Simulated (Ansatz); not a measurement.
**MP2/cc-pVDZ run of CH2FNSSi (SMILES FC1=N[SiH2]S1)**

What is the vertical ionisation energy of CH2FNSSi at MP2/cc-pVDZ? 

Program for the calculation: Ansatz 0.2.0.

111 further runs of the same task are left out: 111 set aside as unsound or not needed. Runs told in other sessions of the task aren't counted.

## 1. The structure to begin with

CH2FNSSi: 7 atoms, total charge 0, spin state singlet. SMILES: `FC1=N[SiH2]S1`. Geometry: relaxed at PBE0-D4/def2-TZVP.

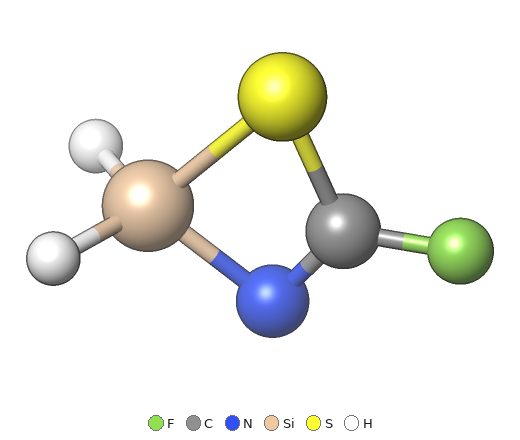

Viewed from a chosen angle; fluorine green, carbon grey, nitrogen blue, silicon light orange, sulfur yellow, hydrogen white.

## 2. The energy at MP2/cc-pVDZ

input.yaml reads:

```yaml
crystal:
  periodic: [false, false, false]
  atoms:
    - {symbol: F, position_ang: [1.147800, -1.939300, 1.137100]}
    - {symbol: C, position_ang: [0.551100, -0.929900, 0.538600]}
    - {symbol: "N", position_ang: [-0.672300, -0.915900, 0.221400]}
    - {symbol: Si, position_ang: [-0.525200, 0.696600, -0.454900]}
    - {symbol: S, position_ang: [1.547900, 0.494500, 0.161700]}
    - {symbol: H, position_ang: [-1.272100, 1.746800, 0.268200]}
    - {symbol: H, position_ang: [-0.716300, 0.779100, -1.917900]}
basis:
  gaussian: {orbitals: cc-pVDZ}
correlation: {method: mp2, frozen_orbitals: {C: 1, F: 1, H: 0, "N": 1, S: 5, Si: 5}}
accuracy: high
```

Started as:

```console
ansatz run input.yaml --threads 1 --pin off --max-ram 2610MiB --events-out events.jsonl --progress --plain --runs-dir runs
```

The log of the run:

```text
Warning: RAYON_NUM_THREADS=1 ignored (pool sized by the plan → 1); use --threads N
Functional definition: HF
  name "HF"
  exchange = exact_x
  correlation = 0
2031 factors; integrals over basis functions are off by at most 3.5e-9 eV
mean field evaluation 1: about -23925.8144 eV, gradient 3.8e1 eV
mean field evaluation 2: about -23925.9703 eV, gradient 3.9e1 eV
mean field evaluation 4: about -23929.4525 eV, gradient 3.6e0 eV
mean field evaluation 8: about -23929.5294 eV, gradient 2.3e-1 eV
mean field evaluation 16: about -23929.5298 eV, gradient 1.5e-8 eV
mean field -23929.52983736 eV, -879.3940015052 hartree, gradient 1.5e-8 eV, S^2 0.000000; 0 other end points of the search recorded, 0 dependent functions left out
13 core orbitals not correlated: weight in the atoms' cores, before any rotation towards them, 1.000 or more for the frozen orbitals, at most 0.000 for the correlated occupied ones
reference -23929.52983736 eV, -879.3940015052 hartree; 14, 14 occupied and 61, 61 virtual orbitals, 2031 factors
second order -18.87283854 eV of doubles, -0.00000000 eV of singles
Total energy: -23948.40267590 eV, -880.0875655289 hartree
```

Wall time 4.2 s (1 thread of Arm Neoverse V2, shared host); peak memory 0.27 GiB.

## 3. The doublet cation at the same level

run.yaml reads:

```yaml
crystal:
  periodic: [false, false, false]
  atoms:
    - {symbol: F, position_ang: [1.147800, -1.939300, 1.137100]}
    - {symbol: C, position_ang: [0.551100, -0.929900, 0.538600]}
    - {symbol: N, position_ang: [-0.672300, -0.915900, 0.221400]}
    - {symbol: Si, position_ang: [-0.525200, 0.696600, -0.454900]}
    - {symbol: S, position_ang: [1.547900, 0.494500, 0.161700]}
    - {symbol: H, position_ang: [-1.272100, 1.746800, 0.268200]}
    - {symbol: H, position_ang: [-0.716300, 0.779100, -1.917900]}
basis:
  gaussian: {orbitals: cc-pVDZ}
total_charge: 1
magnetization: {spin_polarized: true, initial_magnetization: 1}
correlation: {method: mp2, frozen_orbitals: {C: 1, F: 1, H: 0, "N": 1, S: 5, Si: 5}}
accuracy: high
```

Started as:

```console
ansatz run run.yaml --threads 1 --pin off --max-ram 2610MiB --events-out events.jsonl --progress --plain --runs-dir runs
```

The log of the run (excerpt; [...] marks lines left out):

```text
Warning: RAYON_NUM_THREADS=1 ignored (pool sized by the plan → 1); use --threads N
[... 2 set-up lines as earlier in the session ...]
[...]
2030 factors; integrals over basis functions are off by at most 4.0e-9 eV
[...]
mean field -23920.49167768 eV, -879.0618552632 hartree, gradient 6.0e-8 eV, S^2 0.907713; 5 other end points of the search recorded, 0 dependent functions left out
13 core orbitals not correlated: weight in the atoms' cores, before any rotation towards them, 1.000 or more for the frozen orbitals, at most 0.000 for the correlated occupied ones
reference -23920.49167768 eV, -879.0618552632 hartree; 14, 13 occupied and 61, 62 virtual orbitals, 2030 factors
second order -17.76426297 eV of doubles, -0.00000000 eV of singles
Total energy: -23938.25594065 eV, -879.7146798864 hartree
```

It took 11 s on 1 thread of Arm Neoverse V2, shared host; peak memory 0.53 GiB.

## 4. Outcome

At MP2/cc-pVDZ, 13 core orbitals frozen:

| quantity | value |
| --- | --- |
| singlet CH2FNSSi: total energy | -880.08757 Eh |
| singlet CH2FNSSi: correlation energy (13 core orbitals frozen) | -693.6 mEh |
| doublet cation: total energy | -879.71468 Eh |
| doublet cation: correlation energy (13 core orbitals frozen) | -652.8 mEh |
| doublet cation: ⟨S²⟩ of the reference determinant | 0.908 |
| vertical ionisation energy (to the doublet cation) | 10.147 eV |

**Reading.** Removing an electron at fixed nuclei costs 10.15 eV (979 kJ/mol). ⟨S²⟩ (doublet cation) is 0.91 where a pure doublet has 0.75: the reference is spin-contaminated.
